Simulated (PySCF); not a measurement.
# CH6NOPSi (SMILES C=N[SiH](O)P) at PBE0/def2-SVPD

What is the vertical singlet–triplet gap of CH6NOPSi at PBE0/def2-SVPD? The job is set up through a Python script.

The results are computed with PySCF 2.14.0.

## (1) The system as given

The species is CH6NOPSi (11 atoms), meant as a singlet with charge 0. SMILES: `C=N[SiH](O)P`. The shape is that of a GFN2-xTB optimisation. This is one conformer, not always the lowest.

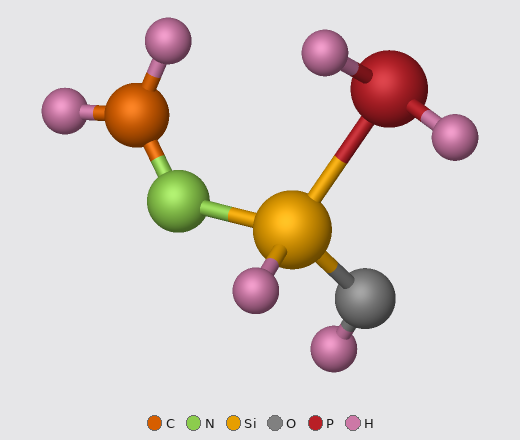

Viewed from a chosen angle; carbon orange, nitrogen green, silicon amber, oxygen grey, phosphorus red, hydrogen pink.

## (2) A single-point energy at PBE0/def2-SVPD

File input.xyz:

```xyz
11

C     -1.052390     0.856460     1.533290
N     -0.356270    -0.155800     1.322370
Si     0.534020    -0.593970    -0.106200
O      0.070560    -2.090020    -0.533680
P     -0.000890     0.650950    -1.890730
H     -1.209920     1.661220     0.804950
H     -1.550620     0.973750     2.492000
H      1.925390    -0.571900     0.347530
H     -0.107530    -2.736840     0.144920
H      1.062880     0.235330    -2.668850
H      0.684780     1.770830    -1.445590
```

File job.py:

```python
# C=N[SiH](O)P
from pyscf import gto, dft

mol = gto.M(
    atom='input.xyz',
    charge=0,
    basis='def2-svpd',
    max_memory=1860,
    verbose=3,
)

ks = dft.RKS(mol, xc='pbe0')
ks.conv_tol = 1e-10
ks.grids.level = 4
ks.kernel()
if not ks.converged:
    ks = ks.newton().run(ks.mo_coeff, ks.mo_occ)

e_final = ks.e_tot
print(f'total energy: {e_final:.8f} hartree')
```

Launch:

```
$ OMP_NUM_THREADS=1 python job.py
```

The program printed:

```text
converged SCF energy = -801.817437577693
total energy: -801.81743758 hartree
```

Wall time 55 s (1 thread of Arm Neoverse V1, shared host); peak memory 1.2 GiB.

## (3) The triplet, same level

File input.py:

```python
from pyscf import gto, dft

molecule = gto.M(
    atom='''
C     -1.988729     1.618475     2.897498
N     -0.673253    -0.294419     2.498917
Si     1.009152    -1.122441    -0.200689
O      0.133339    -3.949565    -1.008509
P     -0.001682     1.230117    -3.572962
H     -2.286417     3.139251     1.521135
H     -2.930247     1.840121     4.709198
H      3.638460    -1.080734     0.656737
H     -0.203202    -5.171878     0.273859
H      2.008552     0.444709    -5.043396
H      1.294047     3.346384    -2.731769
''',
    spin=2,
    basis='def2-svpd',
    verbose=3,
    max_memory=1860,
    charge=0,
    unit='bohr',
)

mf = dft.UKS(molecule)
mf.xc = 'pbe0'
mf.conv_tol = 1e-10
mf.grids.level = 4
mf.kernel()
if not mf.converged:
    mf = mf.newton().run(mf.mo_coeff, mf.mo_occ)

e_tot = mf.e_tot
print('E = %.10f Eh' % e_tot)
```

Launch:

```
$ OMP_NUM_THREADS=1 python input.py
```

The program printed:

```text
WARN: HOMO -0.103611613506594 >= LUMO -0.279501067993257

WARN: HOMO -0.0371877990510292 >= LUMO -0.115115103080185

WARN: HOMO -0.119879909865657 >= LUMO -0.192141668503387

WARN: HOMO -0.118462892832349 >= LUMO -0.161777395028754

WARN: HOMO -0.129667305416637 >= LUMO -0.16475585491294

WARN: HOMO -0.132087548199463 >= LUMO -0.159292118828914

WARN: HOMO -0.13268010812269 >= LUMO -0.158497164531508

WARN: HOMO -0.132697447094304 >= LUMO -0.158272415035059

WARN: HOMO -0.132722051360131 >= LUMO -0.158370945046162

WARN: HOMO -0.132761473995798 >= LUMO -0.158364389979917

WARN: HOMO -0.132767257611404 >= LUMO -0.15834734268746

WARN: HOMO -0.132761034320088 >= LUMO -0.158355770945292

WARN: HOMO -0.132756996442086 >= LUMO -0.158349457481427

WARN: HOMO -0.132763935583694 >= LUMO -0.15835452990062

WARN: HOMO -0.132760743471471 >= LUMO -0.158352583690347

WARN: HOMO -0.132760406732286 >= LUMO -0.158351578276789

WARN: HOMO -0.132760982965989 >= LUMO -0.158352974370321

converged SCF energy = -801.692302190402  <S^2> = 2.007378  2S+1 = 3.0049146
E = -801.6923021904 Eh
```

Run time: 2.1 min. Hardware: 1 thread of Arm Neoverse V1, shared host; peak memory 1.2 GiB.

## (4) What came out

Level: PBE0/def2-SVPD.

```
                                        quantity          value
                           singlet: total energy  -801.81744 Eh
                          singlet: dipole moment         1.35 D
                            singlet: HOMO energy       -7.04 eV
                            singlet: LUMO energy       -1.08 eV
                          singlet: HOMO–LUMO gap        5.96 eV
                           triplet: total energy  -801.69230 Eh
                          triplet: dipole moment         0.74 D
     triplet: HOMO energy (highest over α and β)       -3.61 eV
                                   triplet: ⟨S²⟩          2.007
vertical energy of the triplet above the singlet       3.405 eV
```

At this shape the triplet lies 3.41 eV (329 kJ/mol) above the singlet.
